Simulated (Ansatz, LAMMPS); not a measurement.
# Glassy 97GeO2-3Na2O (mol %) (93 atoms): where an added charge goes

Does an extra electron or hole in glassy 97GeO2-3Na2O (mol %) (93 atoms) stay spread out, or do the atoms trap it?

Method: Kohn-Sham DFT, PBE, PAW (set soft_2), plane waves, in Ansatz 0.2.0.

### 1. The structure

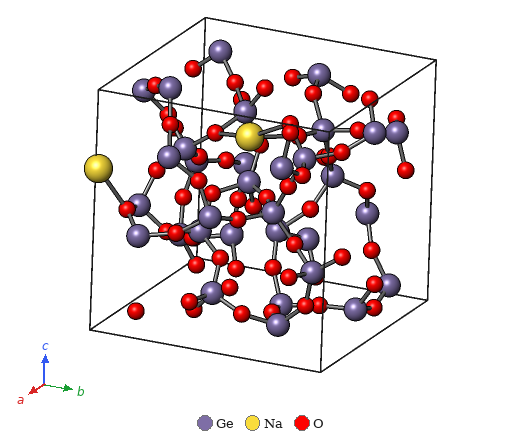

Start, viewed from a free direction; germanium purple, sodium yellow, oxygen red. Bonds to atoms that aren't drawn are left out. Some periodic images of atoms are drawn too.

The cell holds 93 atoms: 30 Ge, 2 Na and 61 O. Cell: a = 11.329 Å, b = 11.329 Å, c = 11.329 Å, α = 90.0°, β = 90.0°, γ = 90.0°. 93 atoms (30 Ge, 2 Na, 61 O) placed at random at 3.66 g/cm³, melted at 4000 K for 10 ps at fixed volume with the Morse and Coulomb pair potential with partial charges (Pedone, Malavasi, Menziani, Cormack and Segre, J. Phys. Chem. B 110, 11780 (2006)). Quenched from 4000 K to 300 K at 60 K/ps and fixed volume, held 10 ps at zero pressure.

Limits known from the start: The quench rate of 60 K/ps far exceeds what a furnace or splat quench reaches, so expect more defects and frozen-in strain than in a real sample. The network of bonds at the start is that of the classical potential that made the cell, and needn't be the one that DFT or experiment would give. Sampling is at Γ alone, for a cell whose shortest periodic width is 11 Å.

### 2. Single point at the start

A single point comes first, to see the forces before anything moves.

Contents of input.yaml:

```yaml
crystal:
  lattice:
    - [11.32922, 0.0, 0.0]
    - [0.0, 11.32922, 0.0]
    - [0.0, 0.0, 11.32922]
  atoms:
    - { symbol: Ge, position: [0.75246, 0.08085, 0.45913] }
    - { symbol: Ge, position: [0.02045, 0.48333, 0.16926] }
    - { symbol: Ge, position: [0.91233, 0.46008, 0.5244] }
    - { symbol: Ge, position: [0.00532, 0.14949, 0.12531] }
    - { symbol: Ge, position: [0.23824, 0.94917, 0.76081] }
    - { symbol: Ge, position: [0.16097, 0.64463, 0.50325] }
    - { symbol: Ge, position: [0.09074, 0.87239, 0.06678] }
    - { symbol: Ge, position: [0.29134, 0.47361, 0.28378] }
    - { symbol: Ge, position: [0.33457, 0.67501, 0.75071] }
    - { symbol: Ge, position: [0.36703, 0.089, 0.22268] }
    - { symbol: Ge, position: [0.97123, 0.30113, 0.76357] }
    - { symbol: Ge, position: [0.23868, 0.17657, 0.96122] }
    - { symbol: Ge, position: [0.27614, 0.10802, 0.50586] }
    - { symbol: Ge, position: [0.44239, 0.41117, 0.52134] }
    - { symbol: Ge, position: [0.6603, 0.61769, 0.49546] }
    - { symbol: Ge, position: [0.00168, 0.19424, 0.42606] }
    - { symbol: Ge, position: [0.0085, 0.73154, 0.31646] }
    - { symbol: Ge, position: [0.71631, 0.77087, 0.76186] }
    - { symbol: Ge, position: [0.75655, 0.41219, 0.1536] }
    - { symbol: Ge, position: [0.53479, 0.17248, 0.64544] }
    - { symbol: Ge, position: [0.70449, 0.67655, 0.05196] }
    - { symbol: Ge, position: [0.09837, 0.54274, 0.8867] }
    - { symbol: Ge, position: [0.37664, 0.86073, 0.05066] }
    - { symbol: Ge, position: [0.76329, 0.20204, 0.97097] }
    - { symbol: Ge, position: [0.72708, 0.82577, 0.30352] }
    - { symbol: Ge, position: [0.40717, 0.36891, 0.79573] }
    - { symbol: Ge, position: [0.43292, 0.56487, 0.03384] }
    - { symbol: Ge, position: [0.98557, 0.79505, 0.80958] }
    - { symbol: Ge, position: [0.59154, 0.27491, 0.33761] }
    - { symbol: Ge, position: [0.56963, 0.00235, 0.86797] }
    - { symbol: Na, position: [0.64849, 0.50087, 0.7867] }
    - { symbol: Na, position: [0.98952, 0.00731, 0.66959] }
    - { symbol: O, position: [0.00518, 0.17178, 0.27574] }
    - { symbol: O, position: [0.78622, 0.55563, 0.1006] }
    - { symbol: O, position: [0.25424, 0.00032, 0.61724] }
    - { symbol: O, position: [0.65989, 0.39749, 0.26692] }
    - { symbol: O, position: [0.70432, 0.7919, 0.15234] }
    - { symbol: O, position: [0.23865, 0.58346, 0.85846] }
    - { symbol: O, position: [0.23512, 0.06039, 0.86873] }
    - { symbol: O, position: [0.47455, 0.93358, 0.96767] }
    - { symbol: O, position: [0.31508, 0.27925, 0.87311] }
    - { symbol: O, position: [0.53555, 0.3014, 0.73371] }
    - { symbol: O, position: [0.71734, 0.18877, 0.35828] }
    - { symbol: O, position: [0.8732, 0.79141, 0.32048] }
    - { symbol: O, position: [0.53675, 0.53299, 0.50625] }
    - { symbol: O, position: [0.32705, 0.82268, 0.77413] }
    - { symbol: O, position: [0.95134, 0.33474, 0.44725] }
    - { symbol: O, position: [0.89872, 0.09624, 0.48821] }
    - { symbol: O, position: [0.43536, 0.46263, 0.91895] }
    - { symbol: O, position: [0.98703, 0.82714, 0.96286] }
    - { symbol: O, position: [0.49667, 0.07827, 0.75896] }
    - { symbol: O, position: [0.66396, 0.094, 0.93318] }
    - { symbol: O, position: [0.8529, 0.24904, 0.85428] }
    - { symbol: O, position: [0.1045, 0.2175, 0.02568] }
    - { symbol: O, position: [0.15115, 0.42855, 0.22637] }
    - { symbol: O, position: [0.86505, 0.13496, 0.06166] }
    - { symbol: O, position: [0.03882, 0.55301, 0.52895] }
    - { symbol: O, position: [0.24068, 0.5899, 0.37947] }
    - { symbol: O, position: [0.5481, 0.30265, 0.48616] }
    - { symbol: O, position: [0.63704, 0.89428, 0.78854] }
    - { symbol: O, position: [0.36427, 0.39936, 0.39499] }
    - { symbol: O, position: [0.08501, 0.76099, 0.43994] }
    - { symbol: O, position: [0.77852, 0.52063, 0.48491] }
    - { symbol: O, position: [0.31585, 0.14153, 0.09087] }
    - { symbol: O, position: [0.30852, 0.07139, 0.3581] }
    - { symbol: O, position: [0.36384, 0.41894, 0.65362] }
    - { symbol: O, position: [0.72019, 0.70495, 0.89819] }
    - { symbol: O, position: [0.37967, 0.50034, 0.16158] }
    - { symbol: O, position: [0.72005, 0.94966, 0.3872] }
    - { symbol: O, position: [0.65552, 0.71344, 0.37891] }
    - { symbol: O, position: [0.08013, 0.78784, 0.19509] }
    - { symbol: O, position: [0.06514, 0.54454, 0.03743] }
    - { symbol: O, position: [0.04151, 0.18745, 0.7043] }
    - { symbol: O, position: [0.01869, 0.64578, 0.80266] }
    - { symbol: O, position: [0.06432, 0.01298, 0.10483] }
    - { symbol: O, position: [0.25094, 0.66609, 0.61658] }
    - { symbol: O, position: [0.40232, 0.9505, 0.17888] }
    - { symbol: O, position: [0.22717, 0.87246, 0.01523] }
    [... 9 atom lines left out ...]
    - { symbol: O, position: [0.58248, 0.59389, 0.05359] }
    - { symbol: O, position: [0.38006, 0.70608, 0.04094] }
    - { symbol: O, position: [0.69252, 0.69366, 0.62749] }
    - { symbol: O, position: [0.97944, 0.5861, 0.27392] }
    - { symbol: O, position: [0.65989, 0.11046, 0.58168] }
    - { symbol: O, position: [0.90454, 0.38185, 0.15661] }
kpoints:
  mp_grid: { grid: [1, 1, 1] }
hamiltonian:
  xc: pbe
scf:
  occupations: { method: fermi_dirac, width: 0.025 }
output:
  forces: true
```

Started as:

```console
$ ansatz run input.yaml --threads 4 --pin off --max-ram 8192MiB --backend cpu --events-out ev --progress --plain --runs-dir out
```

Numbers of over 12 decimals in the logs are rounded to 6 here.

Output:

```text
Engine: ansatz 0.2.0, x86_64-unknown-linux-gnu
Pseudopotentials: kind: paw
Pseudopotential: Ge, paw, valence charge 14, recommended cutoff 420 eV (normal), Ge.paw.azcp
Pseudopotential: Na, paw, valence charge 9, recommended cutoff 420 eV (normal), Na.paw.azcp
Pseudopotential: O, paw, valence charge 6, recommended cutoff 420 eV (normal), O.paw.azcp
[... 5 lines on functional and potentials left out ...]
Crystal: 93 atoms, lattice volume = 1454.119 Å³
Basis set: ecut = 420 eV, 28425 PW (Γ), exchange–correlation on 160×160×160 points (8 copies of the dense FFT grid, shifted against one another)
Bands: 495, of which v1, the nominal top of the filled ones, is band 402 counted from 1 (401 counted from 0)
Symmetry: 1 space group operations
Space group: P1 (ITA 1), of the structure as read, at distance tolerance 1.1e-4 Å
k-points: 1
[... 7 lines on functional and potentials left out ...]
Initial density: superposition of atomic densities (neutral atoms: chi_scale 0, normalization atom), corrected by the library's trained network
Initial wavefunctions: pseudopotential atomic-orbital guess
Functional: x = pbe(κ = 0.804, μ = 0.219515), c = pbe(β = 0.066725)
SCF iter   1: F=—  HF=-166413.409284 eV  |F-HF|=—  |Δ(HF+E_count)|=         —  Δρ=2.98e-3  dr2=1.69e-1  ethr=1.77e-3  ⟨swp⟩=6.0  Hψ=1945  notcnv=0  defer=56
preconditioner: auto → Resta (q_TF=auto, 2.472 Å⁻¹)  ε∞=2.7  [insulator: Δε(μ)=1.351 eV  Ē_g=21.113 eV  σ=0.025 eV  W_gap=1.00  n_scr=364 (ndim 8)  ℏωp=27.5 eV  f_vac=0.274  D(μ)=0.00/eV (n_scr^D=0)  ε∞_Penn≈2.7]
SCF iter   2: F=—  HF=-166413.388345 eV  |F-HF|=—  |Δ(HF+E_count)|=   2.09e-2  Δρ=1.68e-3  dr2=3.70e-2  ethr=2.10e-5  ⟨swp⟩=2.0  Hψ=764  notcnv=0  defer=84
SCF iter   3: F=—  HF=-166413.385346 eV  |F-HF|=—  |Δ(HF+E_count)|=   3.00e-3  Δρ=7.38e-4  dr2=1.20e-2  ethr=4.60e-6  ⟨swp⟩=2.0  Hψ=605  notcnv=0  defer=55
automatic band count: iteration 3 solves 466 bands in place of 495: the levels show a gap, and the empty bands left out lie too high to hold charge; the band table lists the bands solved (type scf.n_extra_bands for more)
SCF iter   4: F=—  HF=-166413.384120 eV  |F-HF|=—  |Δ(HF+E_count)|=   1.23e-3  Δρ=3.06e-4  dr2=1.45e-3  ethr=1.49e-6  ⟨swp⟩=2.0  Hψ=669  notcnv=0  defer=55
SCF iter   5: F=—  HF=-166413.384040 eV  |F-HF|=—  |Δ(HF+E_count)|=   8.01e-5  Δρ=1.55e-4  dr2=3.63e-4  ethr=1.81e-7  ⟨swp⟩=2.0  Hψ=681  notcnv=0  defer=55
SCF iter   6: F=—  HF=-166413.383998 eV  |F-HF|=—  |Δ(HF+E_count)|=   4.18e-5  Δρ=5.07e-5  dr2=3.84e-5  ethr=4.51e-8  ⟨swp⟩=2.0  Hψ=601  notcnv=0  defer=55
SCF iter   7: F=—  HF=-166413.381715 eV  |F-HF|=—  |Δ(HF+E_count)|=   2.28e-3  Δρ=2.33e-5  dr2=7.51e-6  ethr=4.78e-9  ⟨swp⟩=2.0  Hψ=730  notcnv=0  defer=55
SCF iter   8: F=—  HF=-166413.381718 eV  |F-HF|=—  |Δ(HF+E_count)|=   3.10e-6  Δρ=9.99e-6  dr2=1.34e-6  ethr=9.34e-10  ⟨swp⟩=2.0  Hψ=675  notcnv=0  defer=55
SCF iter   9: F=—  HF=-166413.381718 eV  |F-HF|=—  |Δ(HF+E_count)|=   3.55e-7  Δρ=3.18e-6  dr2=1.55e-7  ethr=1.66e-10  ⟨swp⟩=2.0  Hψ=683  notcnv=0  defer=55
SCF iter  10: F=-166413.381718 eV  HF=-166413.381718 eV  |F-HF|=1.51e-8  |Δ(HF+E_count)|=   1.13e-7  Δρ=1.27e-6  dr2=2.44e-8  ethr=1.24e-11  ⟨swp⟩=4.0  Hψ=1399  notcnv=0
SCF 1 converged in 10 iterations: F = -166413.381718 eV  dr2 = 2.44e-8
  greatest PAW one-centre occupation: 0.999 electrons in one spin orbital (limit 2), on the Na atom at site 31 (counted from 0), in its partial waves of l = 0
SCF converged after 10 iterations
Free energy (F): -166413.381718 eV
Harris-Foulkes:  -166413.381718 eV  (|F-HF|=1.51e-8)
Internal energy: -166413.381718 eV  (E = F + TS)
E sigma→0 (E₀):  -166413.381718 eV
Fermi energy:    4.441879 eV
--- Per-component energies (eV) ---
  E_band       = -8504.000611
  E_kinetic    = 14324.965413
  E_local      = -128979.077981  (includes V_loc(G=0)·N_el)
  E_nonlocal   = 15980.210869
  E_hartree    = 54956.296454
  E_xc         = -6784.692741
  E_vxc        = -7710.764977  (∫ρ·V_xc dr)
  E_paw        = -71015.361284  (= ΣΔE_a)
  E_vpaw       = -12032.079290  (= ΣTr[D̂ρ^β])
  E_aug_tail   = 0.163106  (compensation charges beyond the density's cutoff)
  E_ewald      = -44895.885554
  E_smearing   = -0.000000  (= −TS)
  E_closure    = 0.000000  (closes the sum)
  Σ components = -166413.381718   (vs F -166413.381718, Δ=0.00e0)
--- Forces (eV/Å), atoms counted from 1 ---
  atom   1  Ge    -2.06905837     0.68188188    -0.38830109
  atom   2  Ge     0.46229979     0.80692333    -0.04739219
  atom   3  Ge     2.04234296     0.42190622     0.76666657
  atom   4  Ge    -0.59216089     0.07100798    -0.99358251
  atom   5  Ge     1.35728456     0.24393239     0.35146083
  atom   6  Ge    -0.49708716    -2.40298136    -1.71542739
  atom   7  Ge    -2.62354398    -1.31997624     1.39236363
  atom   8  Ge    -2.87670904     2.15536820     0.16160617
  atom   9  Ge    -0.72744999    -2.31663598     0.20089981
  atom  10  Ge     1.83355890     1.80230266    -0.33785606
  atom  11  Ge    -0.85875873     0.42741780    -0.35718421
  atom  12  Ge    -0.05403340     0.99230353     1.02869239
  atom  13  Ge    -0.30414047    -0.72496557     0.26510292
  atom  14  Ge     0.99872560     1.03497130     1.05606658
[...]
atom  92  O      0.86720513    -0.78065269     0.33335413
  atom  93  O      2.05172409    -1.59794284     0.61724697
  max |Σ_I F_I| component: 3.04e-5 eV/Å
```

Elapsed: 26 s, on 4 threads of Intel Xeon Platinum 8488C (Sapphire Rapids), shared host; peak memory 2.2 GiB; 87 s of CPU time.

The column dr2 measures how far the density is from self-consistency, as an energy; F and HF (Harris–Foulkes) agree once it is small.

The r.m.s. force at the start is 1.1 eV/Å.

### 3. Relaxation

With the cell held, the atoms are moved downhill towards a nearby minimum.

Contents of input.yaml:

```yaml
crystal:
  lattice:
    - [11.32922, 0.0, 0.0]
    - [0.0, 11.32922, 0.0]
    - [0.0, 0.0, 11.32922]
  atoms:
    [... the 93 atom lines of step 2 ...]
kpoints:
  mp_grid: { grid: [1, 1, 1] }
hamiltonian:
  xc: pbe
scf:
  occupations: { method: fermi_dirac, width: 0.025 }
output:
  forces: true
relax:
  f_tol: 0.05
  max_steps: 120
```

Output:

```text
[...]
Crystal: 93 atoms, lattice volume = 1454.119 Å³
Basis set: ecut = 420 eV, 28425 PW (Γ), exchange–correlation on 160×160×160 points (8 copies of the dense FFT grid, shifted against one another)
Bands: 495, of which v1, the nominal top of the filled ones, is band 402 counted from 1 (401 counted from 0)
Symmetry: 1 space group operations
[...]
k-points: 1
[...]
SCF iter   1: F=—  HF=-166413.409284 eV  |F-HF|=—  |Δ(HF+E_count)|=         —  Δρ=2.98e-3  dr2=1.69e-1  ethr=1.77e-3  ⟨swp⟩=6.0  Hψ=1945  notcnv=0  defer=56
[...]
SCF iter   5: F=—  HF=-166413.381704 eV  |F-HF|=—  |Δ(HF+E_count)|=   9.46e-5  Δρ=1.55e-4  dr2=3.63e-4  ethr=1.80e-7  ⟨swp⟩=2.0  Hψ=759  notcnv=0  defer=84
SCF iter   6: F=-166413.381703 eV  HF=-166413.381708 eV  |F-HF|=4.94e-6  |Δ(HF+E_count)|=   3.58e-6  Δρ=5.09e-5  dr2=3.86e-5  ethr=7.77e-9  ⟨swp⟩=2.0  Hψ=1502  notcnv=0
SCF 1 converged in 6 iterations: F = -166413.381703 eV  dr2 = 3.86e-5
[...]
relax step   1: F+E_penalty+E_count = -166413.38170284 eV  Δ(F+E_penalty+E_count) = +0.000e0 eV  max|allowed force component| = 3.723e0 eV/Å  Δτ_max = 0.0000 Å  (6 SCF iters, dr2 threshold 6.25e-5 eV, accepted)
[...]
relax step   2: F+E_penalty+E_count = -166418.79929004 eV  Δ(F+E_penalty+E_count) = -5.418e0 eV  max|allowed force component| = 2.107e0 eV/Å  Δτ_max = 0.1555 Å  (7 SCF iters, dr2 threshold 1.00e-4 eV, accepted)
[...]
relax step   3: F+E_penalty+E_count = -166422.24561527 eV  Δ(F+E_penalty+E_count) = -3.446e0 eV  max|allowed force component| = 5.040e-1 eV/Å  Δτ_max = 0.1949 Å  (7 SCF iters, dr2 threshold 1.00e-4 eV, accepted)
relax step   4: F+E_penalty+E_count = -166422.90948615 eV  Δ(F+E_penalty+E_count) = -6.639e-1 eV  max|allowed force component| = 4.327e-1 eV/Å  Δτ_max = 0.2000 Å  (8 SCF iters, dr2 threshold 1.59e-5 eV, accepted)
relax step   5: F+E_penalty+E_count = -166423.38413678 eV  Δ(F+E_penalty+E_count) = -4.747e-1 eV  max|allowed force component| = 2.275e-1 eV/Å  Δτ_max = 0.2000 Å  (8 SCF iters, dr2 threshold 1.17e-5 eV, accepted)
relax step   6: F+E_penalty+E_count = -166423.55870054 eV  Δ(F+E_penalty+E_count) = -1.746e-1 eV  max|allowed force component| = 3.317e-1 eV/Å  Δτ_max = 0.1933 Å  (8 SCF iters, dr2 threshold 1.43e-5 eV, accepted)
relax step   7: F+E_penalty+E_count = -166423.76736414 eV  Δ(F+E_penalty+E_count) = -2.087e-1 eV  max|allowed force component| = 2.360e-1 eV/Å  Δτ_max = 0.2000 Å  (8 SCF iters, dr2 threshold 3.04e-5 eV, accepted)
relax step   8: F+E_penalty+E_count = -166423.89991223 eV  Δ(F+E_penalty+E_count) = -1.325e-1 eV  max|allowed force component| = 2.396e-1 eV/Å  Δτ_max = 0.2000 Å  (7 SCF iters, dr2 threshold 2.82e-5 eV, accepted)
relax step   9: F+E_penalty+E_count = -166424.06863512 eV  Δ(F+E_penalty+E_count) = -1.687e-1 eV  max|allowed force component| = 4.031e-1 eV/Å  Δτ_max = 0.1950 Å  (7 SCF iters, dr2 threshold 2.91e-5 eV, accepted)
relax step  10: F+E_penalty+E_count = -166424.29931022 eV  Δ(F+E_penalty+E_count) = -2.307e-1 eV  max|allowed force component| = 5.645e-1 eV/Å  Δτ_max = 0.1946 Å  (7 SCF iters, dr2 threshold 1.00e-4 eV, accepted)
relax step  11: F+E_penalty+E_count = -166424.53294577 eV  Δ(F+E_penalty+E_count) = -2.336e-1 eV  max|allowed force component| = 3.338e-1 eV/Å  Δτ_max = 0.1965 Å  (7 SCF iters, dr2 threshold 1.00e-4 eV, accepted)
relax step  12: F+E_penalty+E_count = -166424.61640823 eV  Δ(F+E_penalty+E_count) = -8.346e-2 eV  max|allowed force component| = 9.442e-1 eV/Å  Δτ_max = 0.1953 Å  (7 SCF iters, dr2 threshold 3.90e-5 eV, accepted)
relax step  13: F+E_penalty+E_count = -166424.79605279 eV  Δ(F+E_penalty+E_count) = -1.796e-1 eV  max|allowed force component| = 5.069e-1 eV/Å  Δτ_max = 0.2000 Å  (7 SCF iters, dr2 threshold 1.00e-4 eV, accepted)
relax step  14: F+E_penalty+E_count = -166424.95591663 eV  Δ(F+E_penalty+E_count) = -1.599e-1 eV  max|allowed force component| = 3.326e-1 eV/Å  Δτ_max = 0.1951 Å  (7 SCF iters, dr2 threshold 7.40e-5 eV, accepted)
relax step  15: F+E_penalty+E_count = -166425.11831993 eV  Δ(F+E_penalty+E_count) = -1.624e-1 eV  max|allowed force component| = 3.035e-1 eV/Å  Δτ_max = 0.1951 Å  (7 SCF iters, dr2 threshold 3.19e-5 eV, accepted)
relax step  16: F+E_penalty+E_count = -166425.29222992 eV  Δ(F+E_penalty+E_count) = -1.739e-1 eV  max|allowed force component| = 2.262e-1 eV/Å  Δτ_max = 0.2000 Å  (7 SCF iters, dr2 threshold 3.97e-5 eV, accepted)
relax step  17: F+E_penalty+E_count = -166425.34269305 eV  Δ(F+E_penalty+E_count) = -5.046e-2 eV  max|allowed force component| = 7.527e-1 eV/Å  Δτ_max = 0.1940 Å  (7 SCF iters, dr2 threshold 2.84e-5 eV, accepted)
relax step  18: F+E_penalty+E_count = -166425.45155650 eV  Δ(F+E_penalty+E_count) = -1.089e-1 eV  max|allowed force component| = 3.484e-1 eV/Å  Δτ_max = 0.2000 Å  (6 SCF iters, dr2 threshold 1.00e-4 eV, accepted)
relax step  19: F+E_penalty+E_count = -166425.52202265 eV  Δ(F+E_penalty+E_count) = -7.047e-2 eV  max|allowed force component| = 1.749e-1 eV/Å  Δτ_max = 0.1981 Å  (7 SCF iters, dr2 threshold 2.60e-5 eV, accepted)
relax step  20: F+E_penalty+E_count = -166425.53507593 eV  Δ(F+E_penalty+E_count) = -1.305e-2 eV  max|allowed force component| = 2.116e-1 eV/Å  Δτ_max = 0.1974 Å  (8 SCF iters, dr2 threshold 6.55e-6 eV, accepted)
relax step  21: F+E_penalty+E_count = -166425.56272398 eV  Δ(F+E_penalty+E_count) = -2.765e-2 eV  max|allowed force component| = 6.215e-2 eV/Å  Δτ_max = 0.1425 Å  (7 SCF iters, dr2 threshold 1.13e-5 eV, accepted)
relax step  22: F+E_penalty+E_count = -166425.56681938 eV  Δ(F+E_penalty+E_count) = -4.095e-3 eV  max|allowed force component| = 5.610e-2 eV/Å  Δτ_max = 0.0570 Å  (9 SCF iters, accepted)
relax step  23: F+E_penalty+E_count = -166425.56841983 eV  Δ(F+E_penalty+E_count) = -1.600e-3 eV  max|allowed force component| = 9.178e-2 eV/Å  Δτ_max = 0.0486 Å  (8 SCF iters, accepted)
relax step  24: F+E_penalty+E_count = -166425.57066972 eV  Δ(F+E_penalty+E_count) = -2.250e-3 eV  max|allowed force component| = 1.758e-2 eV/Å  Δτ_max = 0.0237 Å  (6 SCF iters, dr2 threshold 6.86e-6 eV, accepted)
[...]
relax step  25: F+E_penalty+E_count = -166425.57066979 eV  Δ(F+E_penalty+E_count) = -7.029e-8 eV  max|allowed force component| = 1.758e-2 eV/Å  Δτ_max = 0.0000 Å  (3 SCF iters, accepted)
SCF converged after 3 iterations
Free energy (F): -166425.570670 eV
[...]
Internal energy: -166425.570670 eV  (E = F + TS)
E sigma→0 (E₀):  -166425.570670 eV
Fermi energy:    4.282755 eV
[...]
Σ components = -166425.570670   (vs F -166425.570670, Δ=0.00e0)
--- Forces (eV/Å), atoms counted from 1 ---
  atom   1  Ge     0.00029091     0.00169430    -0.00283343
  atom   2  Ge     0.00419591    -0.00018918     0.00274935
  atom   3  Ge    -0.00110292    -0.00145439    -0.00106268
  atom   4  Ge     0.00041352     0.00397743     0.00433649
[...]
atom  93  O     -0.00910531    -0.00173952    -0.00279096
  max |Σ_I F_I| component: 1.57e-4 eV/Å
--- Relaxed structure (25 steps of the walk, 25 accepted, 0 SCFs on fresh bases) ---
  F+E_penalty+E_count = -166425.57066979 eV   max|allowed force component| = 1.758e-2 eV/Å
  atoms:
    - { symbol: Ge, position: [0.736676, 0.084476, 0.429608] }
    - { symbol: Ge, position: [0.023761, 0.480251, 0.177718] }
    - { symbol: Ge, position: [0.927192, 0.448296, 0.537147] }
    - { symbol: Ge, position: [0.025766, 0.130466, 0.111319] }
[...]
- { symbol: O, position: [0.909396, 0.373188, 0.162802] }
```

The job ended after 5.8 min (4 threads; peak memory 2.1 GiB; 21 min of CPU time).

The relaxation converged after 25 steps, 12.2 eV below its start, with a largest force component of 0.018 eV/Å.

(Continued in part 2 of 4.)

[Logs are printed without paths, hosts, clocks, repeated set-up lines and the standing remarks that a program may print on its own settings, such as how far it seeks lower states.]

[Hosts, paths, dates, database ids (printed as entryN), source tags and the programs' standing remarks are cut or masked in the printed files.]
